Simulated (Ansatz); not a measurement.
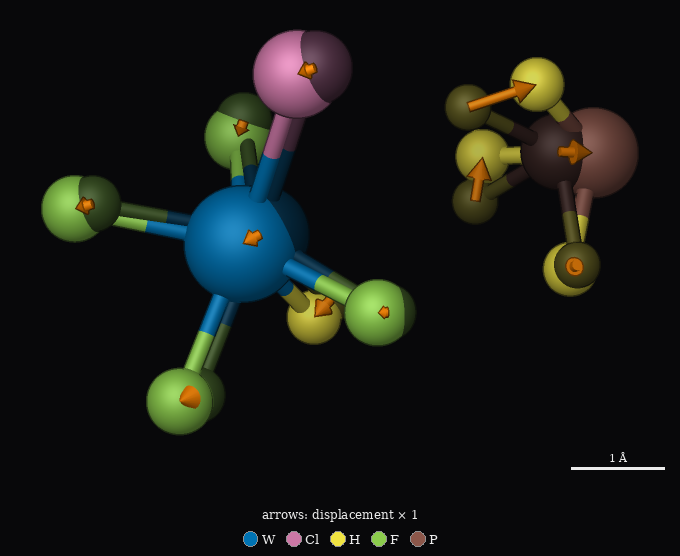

This is a relaxation of WPH4ClF4. The starting structure is drawn faded, the final one solid; orange arrows show the displacements, at their true length. The two geometries are superimposed by the best rigid fit.

The picture is a ball-and-stick view, seen at a tilt.

The run prepares an end point of a later path (reaction) calculation, from a guessed geometry.

These are results of Ansatz, RKS B3LYP-D4/def2-SVP, not measurements.

The input:
```yaml
crystal:
  periodic: [false, false, false]
  atoms:
    - { symbol: W, position_ang: [-0.203652, 0.075874, 0.057113] }
    - { symbol: Cl, position_ang: [-0.736284, -0.143768, 2.357626] }
    - { symbol: H, position_ang: [1.0601, 0.850931, -0.750057] }
    - { symbol: F, position_ang: [-0.561984, 1.892603, 0.223609] }
    - { symbol: F, position_ang: [-2.002642, -0.047001, -0.413051] }
    - { symbol: F, position_ang: [1.169995, -1.094668, 0.523642] }
    - { symbol: F, position_ang: [-0.096911, -0.920461, -1.522222] }
    - { symbol: P, position_ang: [2.603859, 1.857191, 1.565636] }
    - { symbol: H, position_ang: [3.134097, 0.629152, 1.081076] }
    - { symbol: H, position_ang: [2.234029, 2.345205, 0.279289] }
    - { symbol: H, position_ang: [1.331493, 1.314543, 1.891838] }
basis:
  gaussian: { orbitals: def2-SVP }
hamiltonian:
  xc: b3lyp
  dispersion: d4
relax:
  f_tol: 0.03
  max_steps: 50
output:
  orbitals: {}
```

Command:
```bash
ansatz run input.yaml --threads 4 --pin off --max-ram 5120MiB --backend cpu --events-out ev --progress --plain --runs-dir out
```

**Atoms of which element are displaced furthest, and by how much?**

Hydrogen: up to 0.79 Å, against 0.40 Å for phosphorus.

**Describe the change and its energy.**

Over 13 accepted moves (14 points after the start) the energy falls by 3.13 kcal/mol. Largest force component: 0.53 eV/Å at the start, 0.02 eV/Å at the end. The line search rejected the trial step at point 13 of the run. The forces were under the threshold at step 8, but the run went on from there. The atom that moves furthest after the best rigid fit is H11 (0.79 Å). By element the largest moves are H 0.79 Å, P 0.40 Å, F 0.36 Å, W 0.23 Å, Cl 0.22 Å. Near-neighbour distances that change, for instance: W1–H11 2.694 → 3.679 Å, W1–Cl2 2.372 → 2.316 Å, W1–F7 1.870 → 1.862 Å, P8–H10 1.425 → 1.430 Å. Bond angles that change, for instance: F4–W1–F6 137.2° → 129.6°, F5–W1–F6 137.2° → 144.6°, F4–W1–F7 127.4° → 133.1°.
